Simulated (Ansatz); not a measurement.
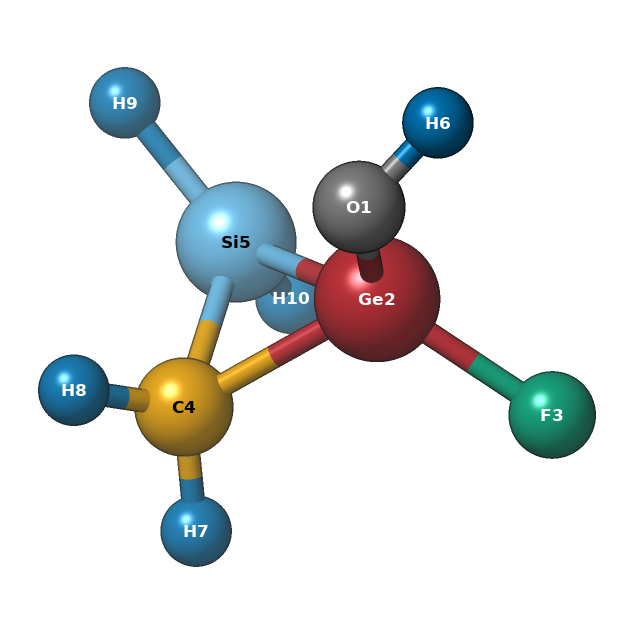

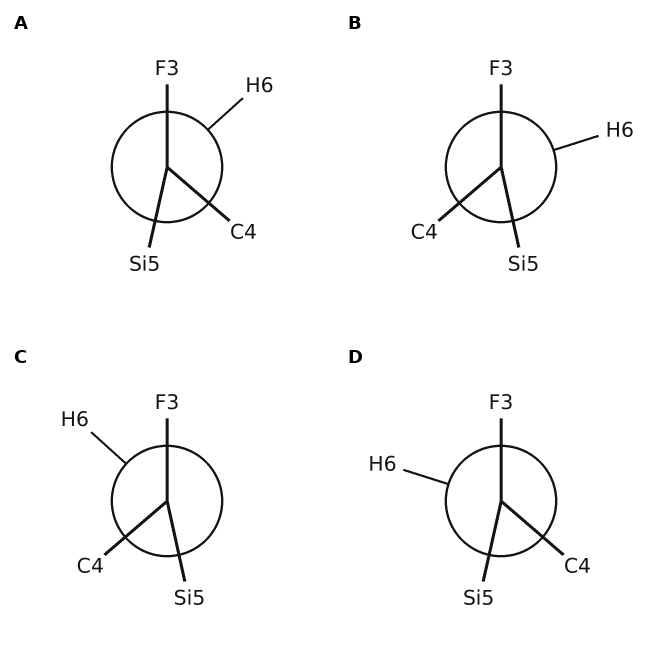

Distant atoms are faded towards the background colour. Bonds that would overlap in a projection are set slightly apart. Computed geometry: PBE-D4/def2-SVP optimisation. No frequency run is at hand to confirm it as a minimum.

Question: Which Newman projection shows the view along Ge2–O1, with Ge2 in front?

Answer: B. The torsion angle Si5–Ge2–O1–H6 is −95°, about perpendicular.
